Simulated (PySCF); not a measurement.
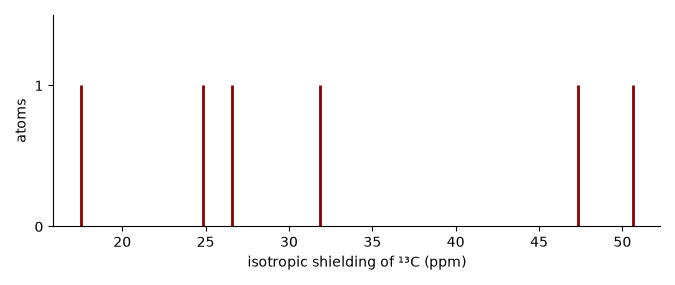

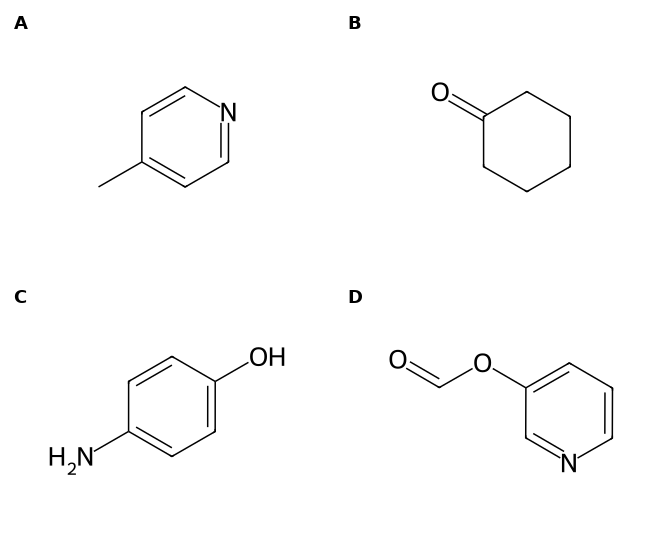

The sticks are computed shieldings of one of the molecules, for one fixed geometry (PBE0-D3(BJ)/def2-SVP) without averaging over rotations. Low shielding means a high chemical shift. Method: GIAO CAM-B3LYP/pcSseg-1 NMR shielding, non-relativistic, gas phase (PySCF 2.14.0).

**Match the spectrum to a structure.**

D, `O=COc1cccnc1`. Its 6 C atoms give lines at 17.5, 24.8, 26.6, 31.9, 47.3, 50.6 ppm.
